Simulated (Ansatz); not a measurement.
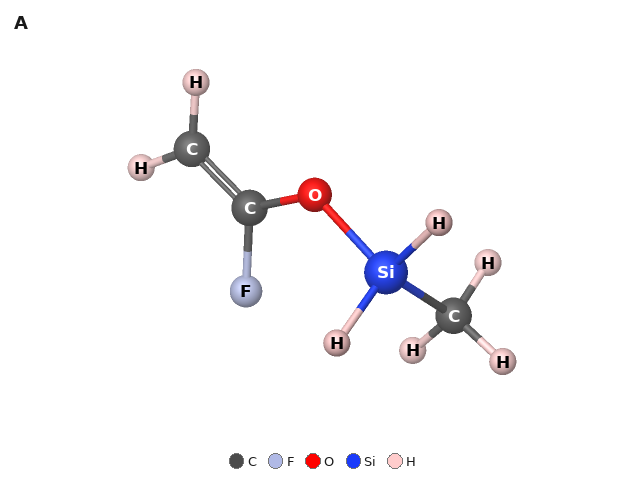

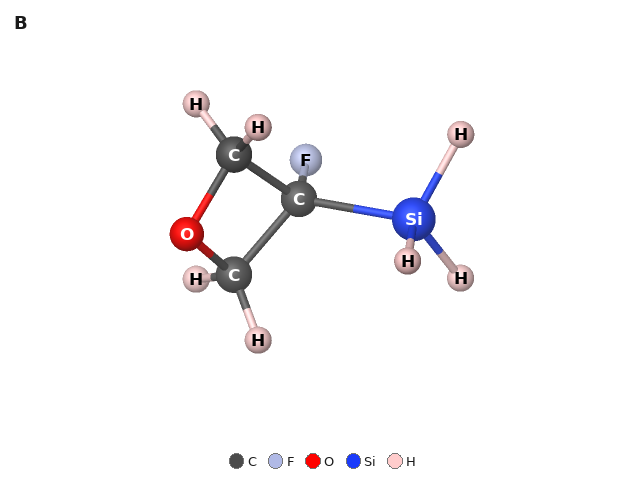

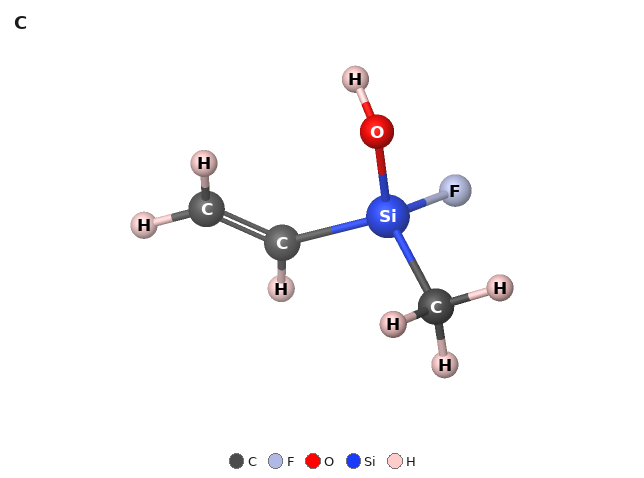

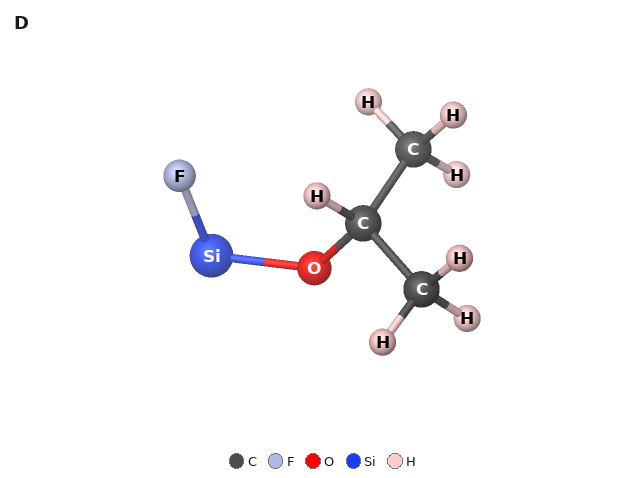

4 stationary structures of one formula. Geometries: PBE-D4/def2-SVP. Electronic energies: PBE-D4/def2-SVP (Ansatz 0.2.0), without zero-point energy. No frequency run is at hand to confirm each as a minimum. Each is one conformer, not always the lowest.

**Rank them by energy, lowest first.**

C is lowest; D lies 16.7 kcal/mol above it, A lies 49.5 kcal/mol above it, B lies 99.6 kcal/mol above it. A is `C=C(F)O[SiH2]C`, B is `FC1([SiH3])COC1`, C is `C=C[Si@](C)(O)F`, D is `CC(C)O[Si]F`.
